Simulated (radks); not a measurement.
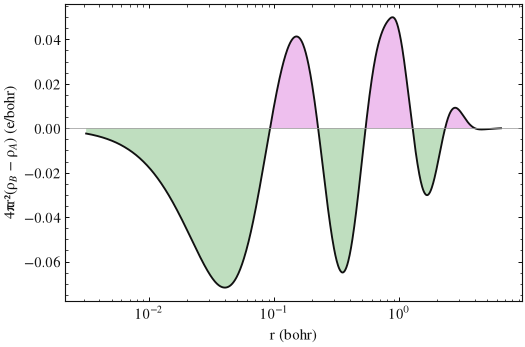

The S⁺ ion in [Ne] 3s2 3p3 (open shells shared over both j by 2j + 1) was computed by two methods: LDA (Perdew-Zunger); PBE. Both runs are Dirac and spherical. Computed with the in-house radial solver radks.

The plot shows the radial density of run B less that of run A; on the logarithmic r axis, areas aren't charges.

A is PBE and B is LDA (Perdew-Zunger).

Question: Where does the charge move between the methods?

Answer: B holds 0.036 electrons more than A where the difference is positive (most at r = 0.88 bohr) and as many fewer where it is negative (most at r = 0.040 bohr), out of 15 electrons.
